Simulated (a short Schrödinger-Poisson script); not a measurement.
Stack: symmetric double-gate stack, SiO2 on p-type InP, at 300 K.

```tsv
layer	material	thickness (nm)	Na (cm⁻³)
1	SiO2	2.5	-
2	InP	5	2e16
3	SiO2	2.5	-
```

Constants are typed, rounded textbook-type inputs, not results; the design itself was drawn at random and stands for no fabricated device. SiO2: permittivity 3.9, conduction-band edge (eV) 3.48, gap (eV) 9, electron mass (mₑ) 0.5. InP: permittivity 12.5, conduction-band edge (eV) 0, gap (eV) 1.344, Nv at 300 K (cm⁻³) 1.1e19.

Channel valleys (confinement mass, in-plane density-of-states mass, number): Γ 0.08, 0.08, 1. At the gates, both at one voltage, the conduction-band edge of layer 1 lies 3.91 eV − eVg above the Fermi level of the channel. Gaps are held at their typed values at every temperature. Mesh 0.03 nm at interfaces.

Solved with a short Schrödinger-Poisson script written for these runs: 1D Poisson equation in equilibrium, electrons quantum, Hartree (BenDaniel-Duke, 12 states a valley, the channel's in-plane mass for all, wave functions free to enter the dielectric), parabolic valleys, classical holes, full ionisation, no traps, pinning or gate leakage.

Only gate voltages with over 1e8 electrons/cm² are shown.

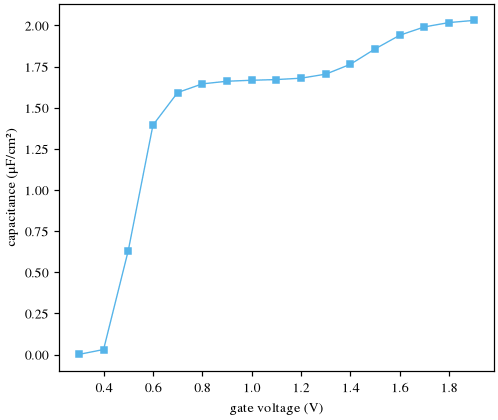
*Quasi-static capacitance against gate voltage*

```csv
Vg (V),electrons (cm⁻²),C (μF/cm²),Γ E0 (meV),Γ E1 (meV)
0.3,1.03e8,< 0.003,233.4,564.9
0.5,1.48e11,0.632,43.3,374.3
0.7,1.77e12,1.59,-49.3,277.4
0.9,3.81e12,1.66,-113.8,207.6
1.1,5.89e12,1.67,-176.2,139.8
1.3,7.99e12,1.70,-237.7,73.1
1.5,1.02e13,1.86,-293.0,12.8
1.7,1.26e13,1.99,-336.4,-35.3
1.9,1.51e13,2.03,-374.0,-77.5
```

Subbands count from the Fermi level. The capacitance is that of both gates.

Above a few 1e12 electrons/cm² a light Γ valley is non-parabolic and upper valleys begin to fill, which the model leaves out.
